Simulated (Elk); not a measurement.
Band structure of Sb (R-3m, 2 atoms in the cell).

```xyz
2
Lattice="2.1599 1.2470 3.7996 -2.1599 1.2470 3.7996 0.0000 -2.4940 3.7996" Properties=species:S:1:pos:R:3 pbc="T T T"
Sb     0.0000     0.0000     3.0579
Sb     0.0000     0.0000     8.3410
```

Computed with Elk with PBE, all-electron FP-LAPW, Elk's shipped species files, default APW+lo basis.

Settings: xctype = 20; rgkmax = 7; stype = 3; swidth = 0.00367493 Ha; ngridk = 6 6 6; rmtscf = 0.99.

The starting cell comes from a database of computed structures (which also holds hypothetical and non-ambient phases and stackings), without a prior relaxation at this level. Its lattice was rescaled by a random factor within 2.5 % of one. Spin-orbit coupling is off. Values depend on the basis (sphere radii, cutoffs, local orbitals), which need not be converged.

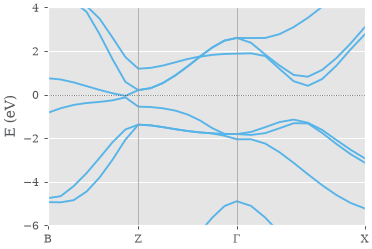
Bands along the path, energies from the Fermi level.

Levels in eV from the Fermi level, bands 12 to 19:
```
point     12     13     14     15    16    17    18    19
-----  -----  -----  -----  -----  ----  ----  ----  ----
B      -9.02  -4.94  -4.76  -0.84  0.75  4.53  4.61  5.97
Z      -8.83  -1.38  -1.38  -0.55  0.21  0.21  1.19  6.90
Γ      -4.90  -2.05  -1.81  -1.81  1.88  2.60  2.60  5.21
X      -9.13  -5.23  -3.13  -2.93  2.76  3.09  4.20  5.78
```

Bands cross the Fermi level along this path, so the cell is metallic at this level.
